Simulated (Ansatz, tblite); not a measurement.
**The cluster In3H7O8: which spin state is lowest**

Aim: set other spin states of the cluster In3H7O8 against its singlet, on many levels of theory.

Computed with Ansatz 0.2.0, Gaussian basis. Level: as each input shows.

Plan: triplet, at the geometry of the singlet (GFN1-xTB, GFN2-xTB, PBE0-D4/def2-SVP, PBE-D4/def2-SVP); the singlet's energies come from earlier runs.

7 further runs of the same task are left out: 5 that didn't finish, 2 set aside as unsound or not needed. Runs told in other sessions of the task aren't counted.

## 1. The relaxed structure

The geometry is that of the singlet, from an earlier relaxation (PBE-D4/def2-SVP).

18 atoms, charge 0, spin multiplicity 1.

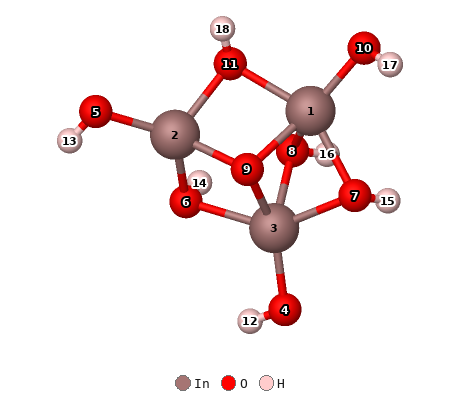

The geometry (indium brown, oxygen red, hydrogen pink); atoms are numbered from 1 in the order of the file.

In takes a core potential in the def2 sets. No spin-orbit coupling is included.

## 2. Triplet at the fixed geometry, GFN1-xTB

Tight binding, by tblite at 300 K electronic temperature and without a spin-polarisation term:

```python
tblite.interface.Calculator('GFN1-xTB', numbers, positions, charge=0, uhf=2).singlepoint()
```

Energy -1247.5492 eV; 0.024 s.

## 3. Triplet at the fixed geometry, GFN2-xTB

Tight binding, by tblite at 300 K electronic temperature and without a spin-polarisation term:

```python
tblite.interface.Calculator('GFN2-xTB', numbers, positions, charge=0, uhf=2).singlepoint()
```

Energy -1082.9355 eV; 0.028 s.

## 4. Triplet at the fixed geometry, PBE0-D4/def2-SVP

File in.yaml:

```yaml
crystal:
  periodic: [false, false, false]
  atoms:
    - {symbol: In, position_ang: [1.103664, 0.282287, 1.272022]}
    - {symbol: In, position_ang: [-0.082480, 1.453048, -1.506861]}
    - {symbol: In, position_ang: [-1.446066, -0.902529, 0.302319]}
    - {symbol: O, position_ang: [-3.014347, -2.168616, 0.323339]}
    - {symbol: O, position_ang: [-0.125420, 2.910095, -2.893481]}
    - {symbol: O, position_ang: [-1.065803, -0.426878, -1.939543]}
    - {symbol: O, position_ang: [-0.580126, -0.769411, 2.347867]}
    - {symbol: O, position_ang: [0.715880, -1.475557, -0.035201]}
    - {symbol: O, position_ang: [-0.741306, 1.121674, 0.447432]}
    - {symbol: O, position_ang: [2.583935, 0.707269, 2.581547]}
    - {symbol: O, position_ang: [1.873902, 1.142506, -0.651646]}
    - {symbol: H, position_ang: [-3.310650, -2.273584, -0.602836]}
    - {symbol: H, position_ang: [-0.801338, 2.670859, -3.558544]}
    - {symbol: H, position_ang: [-0.342752, -1.075295, -2.089960]}
    - {symbol: H, position_ang: [-0.356360, -1.638621, 2.735114]}
    - {symbol: H, position_ang: [0.971288, -2.306921, 0.410948]}
    - {symbol: H, position_ang: [2.163567, 0.823312, 3.457170]}
    - {symbol: H, position_ang: [2.454410, 1.926362, -0.599699]}
basis:
  gaussian: {orbitals: def2-SVP}
magnetization: {spin_polarized: true, initial_magnetization: 2}
hamiltonian: {xc: pbe0, dispersion: d4}
scf: {omitted_lower_state_checks: [starts]}
output: {orbitals: {seedname: orbitals}}
```

The run is started by

```bash
$ ansatz run in.yaml --threads 4 --pin off --events-out ev --progress --plain --max-ram 6963MiB
```

Standard output:

```text
Functional definition: PBE0
  name "PBE0"
  cite "Adamo & Barone, J. Chem. Phys. 110, 6158 (1999) doi:10.1063/1.478522"
  cite "Perdew, Burke & Ernzerhof, Phys. Rev. Lett. 77, 3865 (1996) doi:10.1103/PhysRevLett.77.3865"
  parent pbe
  parameter a = 0.25
  parameter kappa = 0.804
  parameter beta = 0.06672455060314922
  exchange = (1 - a)*pbe_x(kappa = kappa, mu = beta*pi^2/3) + a*exact_x
  correlation = pbe_c(beta = beta)
these checks for a lower state are left out or cut short: starts
2410 factors; integrals over basis functions are off by at most 9.0e-4 eV
mean field evaluation 1: about -31953.4072 eV, gradient 8.9e1 eV
mean field evaluation 2: about -31871.3913 eV, gradient 1.6e2 eV
mean field evaluation 4: about -31978.0394 eV, gradient 3.1e1 eV
mean field evaluation 8: about -31981.9736 eV, gradient 9.6e0 eV
mean field evaluation 16: about -31982.8122 eV, gradient 4.9e-1 eV
mean field evaluation 32: about -31982.8203 eV, gradient 2.3e-5 eV
mean field -31982.82026456 eV, -1175.3469659883 hartree, gradient 1.0e-5 eV, S^2 2.010971; 0 other end points of the search recorded, 0 dependent functions left out
reference -31982.82032407 eV, -1175.3469681754 hartree; 68, 66 occupied and 157, 159 virtual orbitals, 2410 factors
Total energy: -31983.36271948 eV, -1175.3669008389 hartree
Checks for a lower state left out: starts
```

It took 31 s on 4 threads of Arm Neoverse V2, shared host; peak memory 1.5 GiB.

Report: HOMO -3.95 eV, LUMO -6.59 eV (over both spins; with the spin held, an empty level of the minority spin lies below the top filled one); ⟨S²⟩ 2.011 (pure: 2.00).

## 5. Triplet at the fixed geometry, PBE-D4/def2-SVP

start.molden holds the orbitals of an earlier run on this state, given as this run's starting guess.

in.yaml, as its differences from that of step 4:

```diff
@@ -22,5 +22,5 @@
 basis:
-  gaussian: {orbitals: def2-SVP}
+  gaussian: {orbitals: def2-SVP, initial_orbitals: start.molden}
 magnetization: {spin_polarized: true, initial_magnetization: 2}
-hamiltonian: {xc: pbe0, dispersion: d4}
+hamiltonian: {xc: pbe, dispersion: d4}
 scf: {omitted_lower_state_checks: [starts]}
```

Launched as before.

Standard output:

```text
Functional definition: PBE
  name "PBE"
  cite "Perdew, Burke & Ernzerhof, Phys. Rev. Lett. 77, 3865 (1996) doi:10.1103/PhysRevLett.77.3865"
  parent pbe
  parameter kappa = 0.804
  parameter beta = 0.06672455060314922
  exchange = pbe_x(kappa = kappa, mu = beta*pi^2/3)
  correlation = pbe_c(beta = beta)
these checks for a lower state are left out or cut short: starts
2498 factors; their error is unknown
mean field evaluation 1: about -31983.7954 eV, gradient 7.3e0 eV
mean field evaluation 2: about -31984.3716 eV, gradient 2.0e0 eV
mean field evaluation 4: about -31984.4486 eV, gradient 9.2e-1 eV
mean field evaluation 8: about -31984.4409 eV, gradient 7.9e-3 eV
mean field evaluation 16: about -31984.4409 eV, gradient 2.2e-3 eV
mean field -31984.44094966 eV, -1175.4065250674 hartree, gradient 2.7e-6 eV, S^2 2.002539; 0 other end points of the search recorded, 0 dependent functions left out
reference -31984.44102903 eV, -1175.4065279839 hartree; 68, 66 occupied and 157, 159 virtual orbitals, 2498 factors
Total energy: -31985.06465278 eV, -1175.4294457342 hartree
Checks for a lower state left out: starts
```

Run time: 15 s. Hardware: 4 threads of Arm Neoverse V2, shared host.

HOMO -3.23 eV, LUMO -6.62 eV (over both spins; with the spin held, an empty level of the minority spin lies below the top filled one); ⟨S²⟩ 2.003 (pure: 2.00).

## 6. Triplet less singlet, vertical

The singlet's energies are those of its earlier runs, whose logs aren't repeated here.

| level | triplet less singlet, vertical (eV) | time |
| --- | --- | --- |
| GFN1-xTB | +3.691 | 0.038 s |
| GFN2-xTB | +2.684 | 0.04 s |
| PBE-D4/def2-SVP | +3.437 | 19 s |
| PBE0-D4/def2-SVP | +4.351 | 39 s |

Times add the two runs; a level without a time comes out of a correlated run. Tight binding without a spin term can't rank spin states.

## 7. Results

```
                                               quantity                                   value
triplet less singlet, vertical, functionals in def2-SVP  +3.437 (PBE-D4) to +4.351 eV (PBE0-D4)
```

**Reading.** All functionals put the triplet above the singlet, over a spread of 0.914 eV. The checks for a lower triplet were left out, so another state of that spin may lie lower. These are electronic energies, without zero-point motion, entropy or surroundings.
